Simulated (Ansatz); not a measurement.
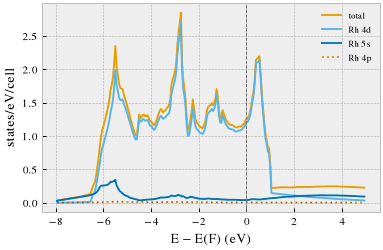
Figure: Total and projected density of states of Rh (fcc (Cu type), Fm-3m), PBEsol in the plane-wave PAW code Ansatz

Q: Which orbitals carry the states next to the Fermi level?

A: Within 0.5 eV of the Fermi level: Rh 4d 96 %. Projections are on Löwdin-orthogonalised atomic valence shells; empty p or d shells of many metals are not among them.

Q: Where is the tallest occupied peak in this window, and what makes it?

A: Near -2.8 eV, about 2.8 states/eV per cell; the largest projected share is Rh 4d.

The cell was relaxed with PBEsol under the symmetry of its start. The run is not spin-polarised. Spin–orbit coupling is left out wherever it is not named.

Potentials: the later of the program's two PAW sets.
